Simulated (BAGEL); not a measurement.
**ZnSiH3OF (SMILES [F][Zn][O][SiH3]) at HF/6-31G(d) (density fitting with qzvpp-jkfit, spherical functions)**

What is the vertical singlet–triplet gap of ZnSiH3OF at HF/6-31G* (density fitting with qzvpp-jkfit, spherical functions)? 

The calculation is run with BAGEL 1.2.2.

6 further runs of the same task are left out: 1 for a known fault of the program, 4 that didn't finish, 1 set aside as unsound or not needed. Runs told in other sessions of the task aren't counted.

**1. The system as given**

ZnSiH3OF has 7 atoms, charge 0, and is taken as a singlet. As SMILES, `[F][Zn][O][SiH3]`. The coordinates come from a PBE0-D4/def2-TZVP relaxation.

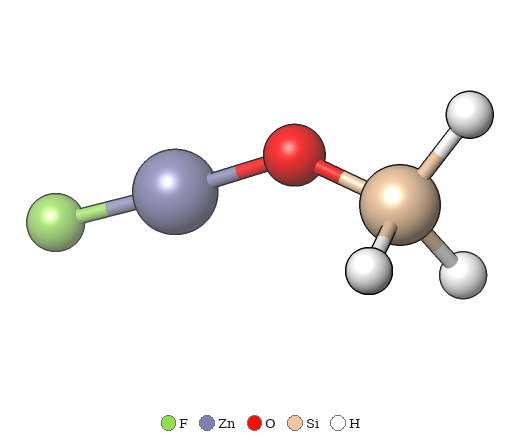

The structure, seen from a chosen angle (fluorine green, zinc blue, oxygen red, silicon light orange, hydrogen white).

**2. The energy at HF/6-31G(d) (density fitting with qzvpp-jkfit, spherical functions)**

input.json reads:

```json
{ "bagel": [

{
  "title": "molecule",
  "basis": "6-31gs.json",
  "df_basis": "qzvpp-jkfit",
  "angstrom": true,
  "geometry": [
    { "atom": "F", "xyz": [   -0.271900,   -3.235000,    1.835900 ] },
    { "atom": "Zn", "xyz": [   -0.419400,   -1.764100,    0.927600 ] },
    { "atom": "O", "xyz": [   -0.642200,   -0.299700,    0.002700 ] },
    { "atom": "Si", "xyz": [    0.148400,    1.009100,   -0.555500 ] },
    { "atom": "H", "xyz": [   -0.806200,    1.856400,   -1.316000 ] },
    { "atom": "H", "xyz": [    0.720900,    1.813000,    0.561800 ] },
    { "atom": "H", "xyz": [    1.270400,    0.620300,   -1.456600 ] }
  ]
},
{ "title": "hf" },
{ "title": "print", "file": "orbitals.molden", "orbitals": true }

]}
```

The basis set 6-31G* is read from a file made from the Basis Set Exchange's data (not shown).

Command:

```sh
$ BAGEL_NUM_THREADS=1 BAGEL input.json > input.out
```

Log:

```text
* using 1 threads per process

  ===============================================================
  ===============================================================

  *** Geometry ***

  { "atom" : "F", "xyz" : [     -0.513817,     -6.113264,      3.469348 ] },
  { "atom" : "Zn", "xyz" : [     -0.792551,     -3.333666,      1.752910 ] },
  { "atom" : "O", "xyz" : [     -1.213582,     -0.566351,      0.005102 ] },
  { "atom" : "Si", "xyz" : [      0.280435,      1.906923,     -1.049743 ] },
  { "atom" : "H", "xyz" : [     -1.523497,      3.508088,     -2.486880 ] },
  { "atom" : "H", "xyz" : [      1.362304,      3.426073,      1.061648 ] },
  { "atom" : "H", "xyz" : [      2.400708,      1.172197,     -2.752575 ] },

  Number of auxiliary basis functions:      600

  Since a DF basis is specified, we compute 2- and 3-index integrals:
    o Being stored without compression. Storage requirement is 0.036 GB

  Number of basis functions:       86
  Number of electrons      :       64

    * METHOD: MOLECULE                             1.46

  *** RHF ***

  === Nuclear Repulsion ===
   320.8782912772

      * DIIS with orbital gradients will be used.

  === RHF iteration (6-31gs.json) ===
      0      -2242.23751526          0.02253844           0.37
      1      -2242.38814904          0.01746360           0.32
      2      -2242.54154542          0.00120159           0.29
      3      -2242.54271588          0.00063735           0.31
      4      -2242.54297300          0.00013258           0.31
      5      -2242.54299640          0.00003647           0.33
      6      -2242.54299881          0.00001800           0.31
      7      -2242.54299905          0.00000454           0.31
      8      -2242.54299907          0.00000192           0.33
      9      -2242.54299908          0.00000064           0.31
     10      -2242.54299908          0.00000031           0.36
     11      -2242.54299908          0.00000012           0.39
     12      -2242.54299908          0.00000004           0.33
     13      -2242.54299908          0.00000002           0.25
     14      -2242.54299908          0.00000001           0.27
    * SCF iteration converged.

    * Permanent dipole moment:
           (   -0.102521,    -0.223573,     0.104362) a.u.

    * METHOD: HF                                   5.60

    * METHOD: PRINT                                0.06

  ===============================================================
```

Run time: 8.1 s. Hardware: 1 thread of AMD EPYC, shared host; peak memory 0.16 GiB.

**3. The triplet**

input.json reads:

```json
{ "bagel" : [

{
  "title" : "molecule",
  "basis" : "6-31gs.json",
  "df_basis" : "qzvpp-jkfit",
  "angstrom" : true,
  "geometry" : [
    { "atom" : "F", "xyz" : [      -0.271900,      -3.235000,       1.835900 ] },
    { "atom" : "Zn", "xyz" : [      -0.419400,      -1.764100,       0.927600 ] },
    { "atom" : "O", "xyz" : [      -0.642200,      -0.299700,       0.002700 ] },
    { "atom" : "Si", "xyz" : [       0.148400,       1.009100,      -0.555500 ] },
    { "atom" : "H", "xyz" : [      -0.806200,       1.856400,      -1.316000 ] },
    { "atom" : "H", "xyz" : [       0.720900,       1.813000,       0.561800 ] },
    { "atom" : "H", "xyz" : [       1.270400,       0.620300,      -1.456600 ] }
  ]
},

{ "title" : "uhf", "charge" : 0, "nopen" : 2 },

{ "title" : "print", "file" : "orbitals.molden", "orbitals" : true }

]}
```

The basis set 6-31G* is read from a file made from the Basis Set Exchange's data (not shown).

Command:

```sh
$ BAGEL_NUM_THREADS=1 BAGEL input.json > input.out
```

Log:

```text
* using 1 threads per process

  ===============================================================
  ===============================================================

  *** Geometry ***

  { "atom" : "F", "xyz" : [     -0.513817,     -6.113264,      3.469348 ] },
  { "atom" : "Zn", "xyz" : [     -0.792551,     -3.333666,      1.752910 ] },
  { "atom" : "O", "xyz" : [     -1.213582,     -0.566351,      0.005102 ] },
  { "atom" : "Si", "xyz" : [      0.280435,      1.906923,     -1.049743 ] },
  { "atom" : "H", "xyz" : [     -1.523497,      3.508088,     -2.486880 ] },
  { "atom" : "H", "xyz" : [      1.362304,      3.426073,      1.061648 ] },
  { "atom" : "H", "xyz" : [      2.400708,      1.172197,     -2.752575 ] },

  Number of auxiliary basis functions:      600

  Since a DF basis is specified, we compute 2- and 3-index integrals:
    o Being stored without compression. Storage requirement is 0.036 GB

  Number of basis functions:       86
  Number of electrons      :       64

    * METHOD: MOLECULE                             1.34

  *** Open-shell HF ***

  === Nuclear Repulsion ===
   320.8782912772

      * DIIS with orbital gradients will be used.

  === UHF iteration (6-31gs.json) ===
      0      -2241.84681215          0.04769266           0.80
      1      -2241.85397777          0.05199504           0.74
      2      -2241.96547313          0.04447301           0.78
      3      -2242.28666055          0.00633508           0.71
      4      -2242.30696882          0.00419388           0.74
      5      -2242.32766681          0.00358455           0.75
      6      -2242.34599159          0.00165397           0.68
      7      -2242.34778101          0.00054514           0.65
      8      -2242.34847202          0.00017665           0.67
      9      -2242.34857033          0.00008540           0.62
     10      -2242.34860309          0.00004072           0.50
     11      -2242.34862694          0.00002180           0.50
     12      -2242.34863357          0.00001314           0.56
     13      -2242.34863452          0.00000945           0.50
     14      -2242.34863475          0.00000562           0.58
     15      -2242.34863487          0.00000240           0.62
     16      -2242.34863492          0.00000171           0.61
     17      -2242.34863494          0.00000127           0.67
     18      -2242.34863495          0.00000100           0.57
     19      -2242.34863496          0.00000088           0.50
     20      -2242.34863496          0.00000084           0.80
     21      -2242.34863496          0.00000081           0.77
     22      -2242.34863496          0.00000079           0.79
     23      -2242.34863496          0.00000076           0.80
     24      -2242.34863497          0.00000071           0.70
     25      -2242.34863498          0.00000060           0.64
     26      -2242.34863498          0.00000047           0.62
     27      -2242.34863499          0.00000036           0.60
     28      -2242.34863499          0.00000023           0.52
     29      -2242.34863499          0.00000013           0.50
     30      -2242.34863499          0.00000009           0.56
     31      -2242.34863499          0.00000006           0.60
     32      -2242.34863499          0.00000005           0.53
     33      -2242.34863499          0.00000004           0.52
     34      -2242.34863499          0.00000004           0.49
     35      -2242.34863499          0.00000003           0.50
     36      -2242.34863499          0.00000003           0.59
     37      -2242.34863499          0.00000003           0.62
     38      -2242.34863499          0.00000002           0.50
     39      -2242.34863499          0.00000002           0.51
     40      -2242.34863499          0.00000001           0.52
     41      -2242.34863499          0.00000001           0.52
    * SCF iteration converged.

    * S^2 (UHF) is 2.0099

    * Permanent dipole moment:
           (    0.223230,    -2.087092,     1.292688) a.u.

    * METHOD: UHF                                 27.02

    * METHOD: PRINT                                0.05

  ===============================================================
```

Run time: 29 s. Hardware: 1 thread of AMD EPYC, shared host; peak memory 0.16 GiB.

**4. Summary of results**

Level: HF/6-31G* (density fitting with qzvpp-jkfit, spherical functions).

| quantity | value |
| --- | --- |
| singlet: total energy | -2242.54300 Eh |
| singlet: dipole moment | 0.68 D |
| singlet: HOMO energy | -11.96 eV |
| singlet: LUMO energy | 1.50 eV |
| singlet: HOMO–LUMO gap | 13.46 eV |
| triplet: total energy | -2242.34863 Eh |
| triplet: dipole moment | 6.27 D |
| triplet: ⟨S²⟩ | 2.010 |
| vertical energy of the triplet above the singlet | 5.289 eV |

What this shows: At this shape the triplet lies 5.29 eV (122 kcal/mol) above the singlet.
